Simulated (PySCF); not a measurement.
# C5H4F2: a tour of settings

Which settings matter for C5H4F2 (`FC1=C[C@H](F)C=C1`), and how do bad ones show?

Computed with PySCF 2.14.0, with density-fitted response routines of our own, on a single molecule, in the gas phase or a continuum. Atoms are numbered from 0 throughout.

## (1) The molecule as given

11 atoms, charge 0, multiplicity 1; geometry from: GFN2-xTB.

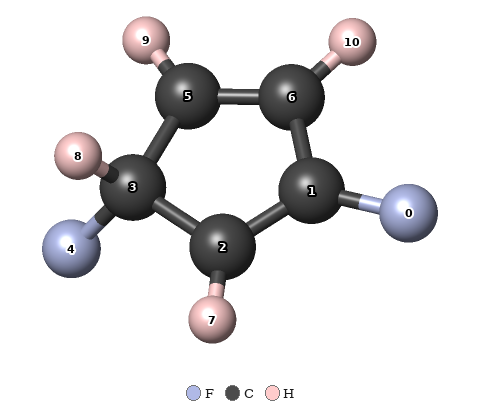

As it starts; fluorine light blue, carbon dark grey, hydrogen pink, atoms numbered.

## (2) Shielding tensors: PBE0/pcSseg-1

What the job is given:

```
{"job": {"kind": "nmr", "xc": "PBE0", "basis": "pcSseg-1"}, "charge": 0, "multiplicity": 1}
F      2.519388     0.495049    -0.438705
C      1.230539     0.229612    -0.221905
C      0.692776    -0.971418     0.007306
C     -0.772878    -0.760278     0.264222
F     -1.596056    -1.561190    -0.485132
C     -0.966134     0.714044     0.021427
C      0.220216     1.279096    -0.213365
H      1.172871    -1.928416     0.041442
H     -1.004981    -0.992021     1.316611
H     -1.929827     1.182560     0.069157
H      0.439510     2.315632    -0.387023
```

Method: GIAO PBE0/pcSseg-1 NMR shielding, non-relativistic, gas phase.

Launch:

```sh
$ OMP_NUM_THREADS=1 python probes_run.py task.json out
```

One launch serves the whole session: the jobs run in the order shown.

What it wrote:

```text
coarse grid: 10088 points
cycle   1  E = -391.9839161495  dE =  1.214e+00  |g| = 6.197e-01  |ddm| = 3.059e+00
cycle   2  E = -391.9396632511  dE =  4.425e-02  |g| = 8.319e-01  |ddm| = 1.071e+00
cycle   3  E = -392.0500004441  dE = -1.103e-01  |g| = 8.830e-02  |ddm| = 6.482e-01
cycle   4  E = -392.0514800732  dE = -1.480e-03  |g| = 3.691e-02  |ddm| = 1.045e-01
cycle   5  E = -392.0517856892  dE = -3.056e-04  |g| = 1.352e-02  |ddm| = 4.039e-02
cycle   6  E = -392.0518263889  dE = -4.070e-05  |g| = 3.679e-03  |ddm| = 1.310e-02
cycle   7  E = -392.0518294351  dE = -3.046e-06  |g| = 6.211e-04  |ddm| = 3.137e-03
final grid: 100736 points
cycle   8  E = -392.1067553811  dE = -3.408e-05  |g| = 7.226e-03  |ddm| = 3.142e-02
cycle   9  E = -392.1067456552  dE =  9.726e-06  |g| = 1.066e-02  |ddm| = 1.423e-02
cycle  10  E = -392.1067667390  dE = -2.108e-05  |g| = 9.895e-04  |ddm| = 8.335e-03
cycle  11  E = -392.1067669210  dE = -1.820e-07  |g| = 2.530e-04  |ddm| = 9.974e-04
cycle  12  E = -392.1067669303  dE = -9.315e-09  |g| = 1.478e-04  |ddm| = 3.147e-04
cycle  13  E = -392.1067669356  dE = -5.340e-09  |g| = 2.170e-05  |ddm| = 1.303e-04
cycle  14  E = -392.1067669357  dE = -9.629e-11  |g| = 7.023e-06  |ddm| = 2.326e-05
converged SCF energy = -392.1067669357

GIAO shielding tensors (ppm)
atom      isotropic    diamagn.    paramagn.     s11        s22        s33       span
  0 F      294.565     472.321    -177.756    193.863    285.184    404.647    210.784
  1 C       12.212     250.200    -237.988    -79.853     49.820     66.668    146.521
  2 C       72.196     257.185    -184.989     -8.206     68.471    156.325    164.532
  3 C       90.310     241.469    -151.159     57.708     83.798    129.424     71.715
  4 F      418.052     469.829     -51.778    377.259    410.735    466.161     88.902
  5 C       40.212     255.208    -214.995    -66.636     31.463    155.810    222.446
  6 C       50.286     254.828    -204.543    -53.984     63.447    141.395    195.379
  7 H       25.847      30.500      -4.652     23.405     26.085     28.052      4.647
  8 H       25.889      28.235      -2.346     22.448     25.199     30.020      7.572
  9 H       24.988      30.715      -5.727     22.508     25.678     26.777      4.269
 10 H       25.336      30.345      -5.009     24.013     24.657     27.339      3.325
```

It took 15 s on 1 thread of Intel Xeon Platinum 8488C, shared host; peak memory 0.66 GiB.

Shifts follow as δ = σ(reference) − σ, with reference shieldings (ppm) from runs at the same level and on the same kind of geometry: 1H TMS 31.72, 13C TMS 186.9, 19F CFCl3 170.9. The references are single molecules in the gas phase, so shifts against H2O, NH3, PH3, H3PO4 or CFCl3 are not on the usual liquid scales and can be off by tens of ppm.

```
atoms                                  environment  σ (ppm)  δ (ppm)  δ scaled to CDCl3
   C1  fully substituted alkene carbon bonded to F     12.2    174.7              168.6
   C5                                    alkene CH     40.2    146.7              141.3
   C6                                    alkene CH     50.3    136.6              131.4
   C2                                    alkene CH     72.2    114.7              110.1
   C3                   allylic sp3 CH bonded to F     90.3     96.6               92.4
   H9                     hydrogen on an alkene CH    24.99     6.73               6.45
  H10                     hydrogen on an alkene CH    25.34     6.38               6.12
   H7                     hydrogen on an alkene CH    25.85     5.87               5.64
   H8    hydrogen on an allylic sp3 CH bonded to F    25.89     5.83               5.60
   F0                             vinylic fluorine    294.6   -123.6                  –
   F4                    fluorine on an sp3 carbon    418.1   -247.1                  –
```

The scaled column applies a straight-line fit of computed shieldings to shifts measured in CDCl3; 19F shifts take a fit of their own (root-mean-square error 0.16 ppm for H, 1.9 ppm for C).

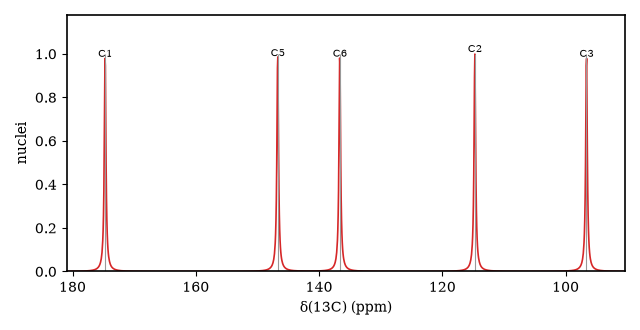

13C lines at the computed shifts, without couplings. Lines are broadened to a width of 0.31 ppm (Lorentzian).

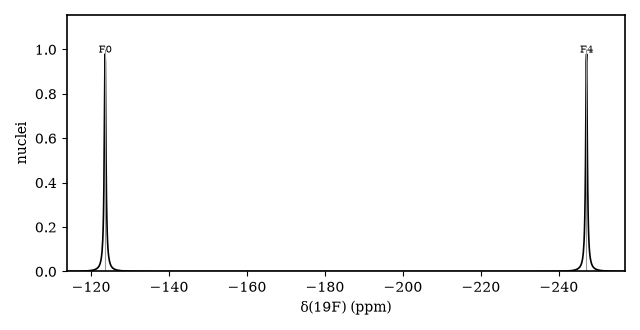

19F lines at the computed shifts, without couplings. Lines are broadened to a width of 0.49 ppm (Lorentzian).

The run also stored atomic charges by several schemes (e):

```
atoms  Mulliken    IAO  Hirshfeld  ESP fit
   F0     -0.26  -0.25      -0.08    -0.18
   C1      0.30   0.30       0.09     0.37
   C2     -0.20  -0.25      -0.09    -0.50
   C3      0.25   0.18       0.06     0.52
   F4     -0.32  -0.31      -0.12    -0.27
   C5     -0.13  -0.16      -0.05    -0.33
   C6     -0.11  -0.18      -0.05    -0.21
```

IAO charges:

```
atom  value (e)
  F0      -0.25
  C1       0.30
  C2      -0.25
  C3       0.18
  F4      -0.31
  C5      -0.16
  C6      -0.18
  H7       0.17
  H8       0.16
  H9       0.17
 H10       0.17
```

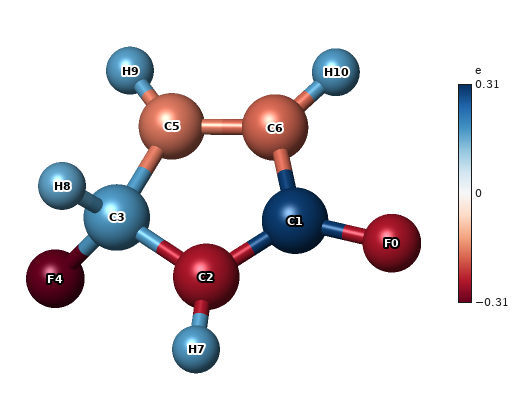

IAO charges, as colours on the atoms.

Mayer bond orders: F0–C1 0.97, C1–C2 1.75, C2–C3 1.01, C3–F4 0.90, C3–C5 1.02, C5–C6 1.76, C6–C1 1.08.

Ring of atoms C1, C2, C3, C5, C6: NICS(0) -2.5, NICS(1) -3.0, NICS(1)zz -1.5 ppm (means of both faces).

Orbitals, density, ELF and potential are computed afterwards from the orbital file.

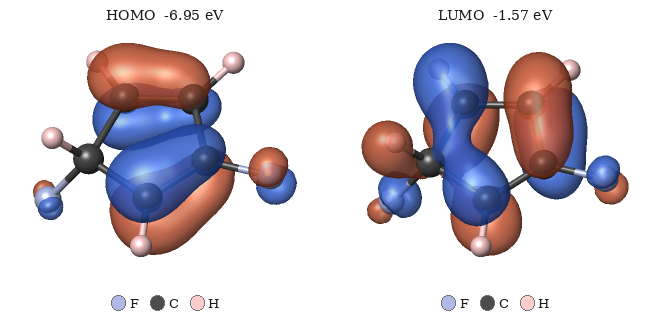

Frontier orbitals at PBE0/pcSseg-1; each surface holds 70 % of the orbital's density, blue and red mark the sign.

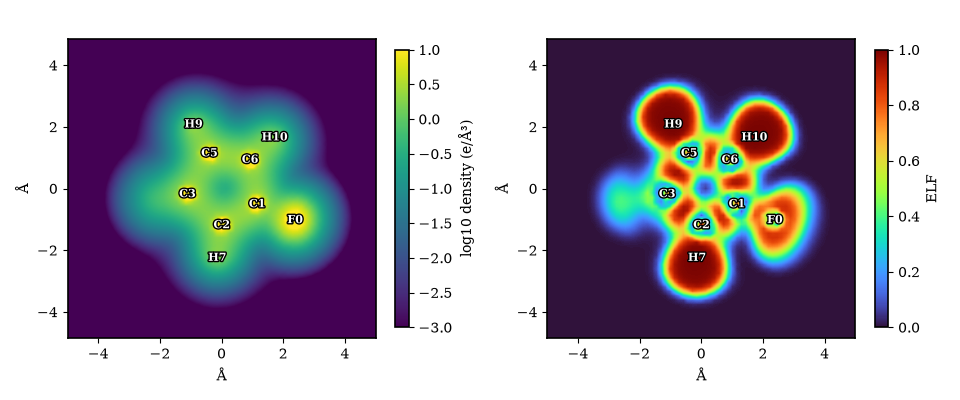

Density (left) and ELF (right) in a plane through or near 9 of the atoms.

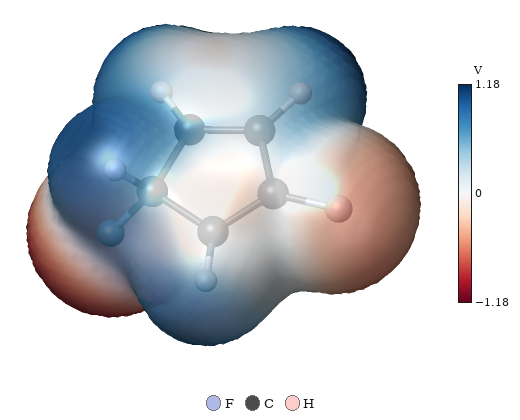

The potential that a unit positive charge feels on the 0.002 e/bohr³ surface, from -0.96 V near F4 to 1.18 V near H10.

## (3) TDDFT and polarisability: PBE0/def2-SVPD

The job, as its differences from that of step 2:

```diff
@@ -1,2 +1,2 @@
-{"job": {"kind": "nmr", "xc": "PBE0", "basis": "pcSseg-1"}, "charge": 0, "multiplicity": 1}
+{"job": {"kind": "uv", "xc": "PBE0", "basis": "def2-SVPD", "nstates": 6, "ntriplets": 2}, "charge": 0, "multiplicity": 1}
 F      2.519388     0.495049    -0.438705
```

Method: TDDFT PBE0/def2-SVPD, vertical, gas phase, core orbitals frozen in the response.

What it wrote:

```text
coarse grid: 10088 points
cycle   1  E = -391.7617320572  dE =  1.154e+00  |g| = 5.708e-01  |ddm| = 5.738e+00
cycle   2  E = -391.7197644472  dE =  4.197e-02  |g| = 7.664e-01  |ddm| = 1.577e+00
cycle   3  E = -391.8219827265  dE = -1.022e-01  |g| = 9.071e-02  |ddm| = 8.698e-01
cycle   4  E = -391.8235978991  dE = -1.615e-03  |g| = 3.547e-02  |ddm| = 2.406e-01
cycle   5  E = -391.8238883324  dE = -2.904e-04  |g| = 1.281e-02  |ddm| = 9.303e-02
cycle   6  E = -391.8239249013  dE = -3.657e-05  |g| = 3.882e-03  |ddm| = 2.917e-02
cycle   7  E = -391.8239284155  dE = -3.514e-06  |g| = 5.042e-04  |ddm| = 6.303e-03
final grid: 100736 points
cycle   8  E = -391.8792067459  dE = -2.699e-05  |g| = 7.285e-03  |ddm| = 9.979e-02
cycle   9  E = -391.8791954215  dE =  1.132e-05  |g| = 1.087e-02  |ddm| = 2.647e-02
cycle  10  E = -391.8792183440  dE = -2.292e-05  |g| = 9.235e-04  |ddm| = 1.430e-02
cycle  11  E = -391.8792185210  dE = -1.770e-07  |g| = 2.317e-04  |ddm| = 1.694e-03
cycle  12  E = -391.8792185300  dE = -9.024e-09  |g| = 1.292e-04  |ddm| = 7.037e-04
cycle  13  E = -391.8792185342  dE = -4.135e-09  |g| = 2.178e-05  |ddm| = 2.738e-04
cycle  14  E = -391.8792185343  dE = -1.089e-10  |g| = 6.638e-06  |ddm| = 6.131e-05
converged SCF energy = -391.8792185343

Static polarisability (au): isotropic 55.548, principal 40.069 59.374 67.202

Singlet excitations
state   eV       nm        f      main configurations
  1   4.4689    277.4   0.04419   H->L 0.98
  2   6.5044    190.6   0.03702   H-1->L 0.77
  3   6.7132    184.7   0.00317   H-2->L 0.98
  4   6.8090    182.1   0.00694   H->L+1 0.95
  5   7.0345    176.3   0.01788   H->L+2 0.84
  6   7.2094    172.0   0.00891   H-3->L 0.67, H->L+4 0.17, H->L+3 0.12

Triplet excitations (Tamm-Dancoff, eV): 2.6920 4.8492
```

Wall time 20 s (1 thread of Intel Xeon Platinum 8488C, shared host); peak memory 0.73 GiB.

The orbitals next to the gap, with their largest atomic shares:

```
orbital      eV                       atoms
 HOMO−3  -10.36   F4 40 %, C3 11 %, C5 10 %
 HOMO−2  -10.04   F4 32 %, C3 18 %, C5 16 %
 HOMO−1   -9.33   C6 22 %, C1 13 %, C5 13 %
   HOMO   -6.99   C2 30 %, C5 21 %, C1 17 %
   LUMO   -1.63   C5 23 %, C6 20 %, C2 15 %
 LUMO+1    1.05  C6 19 %, C5 17 %, H10 10 %
 LUMO+2    1.26   C1 24 %, F0 19 %, H9 10 %
```

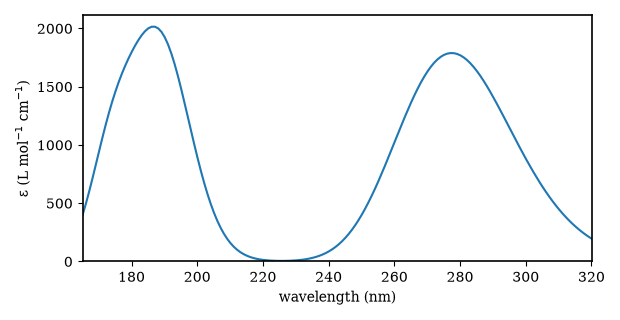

Absorption spectrum: each of the 6 states is a Gaussian band of 0.4 eV half-width at 1/e. Beyond the last state computed it falls off for lack of states.

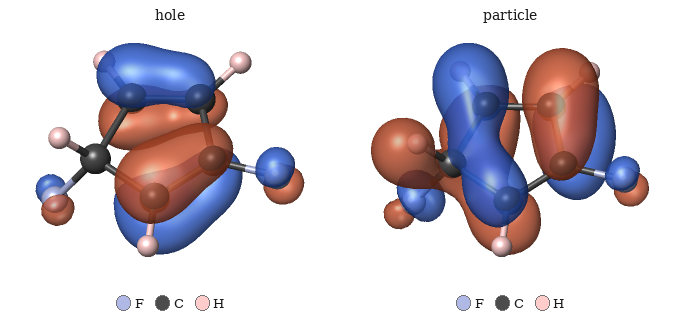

Leading natural transition orbitals of singlet state 1: the electron leaves the hole (left) for the particle orbital (right).

Ground-state properties from the same run:

```
           property  computed
  dipole moment (D)      1.64
polarisability (Å³)      8.23
 HOMO–LUMO gap (eV)      5.36
      −ε(HOMO) (eV)      6.99
```

## (4) Ultraviolet spectrum: LC-wPBE/pcJ-1 in tetrahydrofuran

The job, as its differences from that of step 3:

```diff
@@ -1,2 +1,2 @@
-{"job": {"kind": "uv", "xc": "PBE0", "basis": "def2-SVPD", "nstates": 6, "ntriplets": 2}, "charge": 0, "multiplicity": 1}
+{"job": {"kind": "uv", "xc": "LC-wPBE", "basis": "pcJ-1", "solvent": "tetrahydrofuran", "nstates": 6, "ntriplets": 2, "tda": true, "grid": 1}, "charge": 0, "multiplicity": 1}
 F      2.519388     0.495049    -0.438705
```

Method: TDA LC-wPBE/pcJ-1, vertical, IEF-PCM tetrahydrofuran (non-equilibrium linear response), core orbitals frozen in the response.

What it wrote:

```text
final grid: 46392 points
cycle   1  E = -392.2338753957  dE =  1.545e+00  |g| = 7.296e-01  |ddm| = 2.921e+00
cycle   2  E = -392.2535731232  dE = -1.970e-02  |g| = 7.558e-01  |ddm| = 8.402e-01
cycle   3  E = -392.3313014836  dE = -7.773e-02  |g| = 6.537e-02  |ddm| = 4.101e-01
cycle   4  E = -392.3320738214  dE = -7.723e-04  |g| = 2.632e-02  |ddm| = 6.552e-02
cycle   5  E = -392.3322353722  dE = -1.616e-04  |g| = 9.346e-03  |ddm| = 3.017e-02
cycle   6  E = -392.3322557787  dE = -2.041e-05  |g| = 2.044e-03  |ddm| = 9.361e-03
cycle   7  E = -392.3322577914  dE = -2.013e-06  |g| = 1.112e-03  |ddm| = 3.241e-03
cycle   8  E = -392.3322583492  dE = -5.578e-07  |g| = 3.162e-04  |ddm| = 1.800e-03
cycle   9  E = -392.3322584281  dE = -7.889e-08  |g| = 1.577e-04  |ddm| = 7.233e-04
cycle  10  E = -392.3322584399  dE = -1.176e-08  |g| = 5.188e-05  |ddm| = 2.463e-04
cycle  11  E = -392.3322584421  dE = -2.247e-09  |g| = 1.881e-05  |ddm| = 1.318e-04
cycle  12  E = -392.3322584423  dE = -1.816e-10  |g| = 8.214e-06  |ddm| = 3.564e-05
converged SCF energy = -392.3322584423

Static polarisability (au): isotropic 58.041, principal 33.603 63.323 77.199

Singlet excitations
state   eV       nm        f      main configurations
  1   5.0911    243.5   0.10097   H->L 0.96
  2   7.1383    173.7   0.04892   H-2->L 0.53, H-1->L 0.36
  3   7.1855    172.5   0.05686   H-1->L 0.43, H-2->L 0.42
  4   8.0379    154.2   0.01433   H-3->L 0.47, H-4->L 0.27, H->L+2 0.18
  5   8.1989    151.2   0.00440   H-4->L 0.66, H-3->L 0.20
  6   8.5163    145.6   0.01784   H->L+1 0.78, H->L+6 0.11

Triplet excitations (Tamm-Dancoff, eV): 2.7658 4.7959
```

Run time: 19 s. Hardware: 1 thread of Intel Xeon Platinum 8488C, shared host; peak memory 0.98 GiB.

Key values: HOMO -9.52 eV, LUMO 0.86 eV; lowest singlet 5.09 eV.

## (5) Shielding tensors: PBE0/pcSseg-1

The job, as its differences from that of step 4:

```diff
@@ -1,2 +1,2 @@
-{"job": {"kind": "uv", "xc": "LC-wPBE", "basis": "pcJ-1", "solvent": "tetrahydrofuran", "nstates": 6, "ntriplets": 2, "tda": true, "grid": 1}, "charge": 0, "multiplicity": 1}
+{"job": {"kind": "nmr", "xc": "PBE0", "basis": "pcSseg-1", "pop": true, "scf": {"max_cycle": 8}}, "charge": 0, "multiplicity": 1}
 F      2.519388     0.495049    -0.438705
```

With the program's defaults for keys left out, this is: GIAO PBE0/pcSseg-1 NMR shielding, non-relativistic, gas phase.

What it wrote:

```text
final grid: 100736 points
cycle   1  E = -392.0387159606  dE =  1.217e+00  |g| = 6.214e-01  |ddm| = 3.054e+00
cycle   2  E = -391.9933444290  dE =  4.537e-02  |g| = 8.387e-01  |ddm| = 1.083e+00
cycle   3  E = -392.1049878621  dE = -1.116e-01  |g| = 8.738e-02  |ddm| = 6.566e-01
cycle   4  E = -392.1064368467  dE = -1.449e-03  |g| = 3.589e-02  |ddm| = 1.033e-01
cycle   5  E = -392.1067250786  dE = -2.882e-04  |g| = 1.315e-02  |ddm| = 3.970e-02
cycle   6  E = -392.1067637161  dE = -3.864e-05  |g| = 3.712e-03  |ddm| = 1.292e-02
cycle   7  E = -392.1067668535  dE = -3.137e-06  |g| = 5.987e-04  |ddm| = 3.176e-03
cycle   8  E = -392.1067669319  dE = -7.839e-08  |g| = 1.240e-04  |ddm| = 6.267e-04
SCF not converged, last energy = -392.1067669319
```

Run time: 4.9 s. Hardware: 1 thread of Intel Xeon Platinum 8488C, shared host; peak memory 0.6 GiB.

**What went wrong.** The cap of 8 cycles ended the SCF at a gradient of 1.2e-04. The remedy is to raise the cap. Numbers printed on the way are no properties of the molecule.

[end of part 1 of 2]
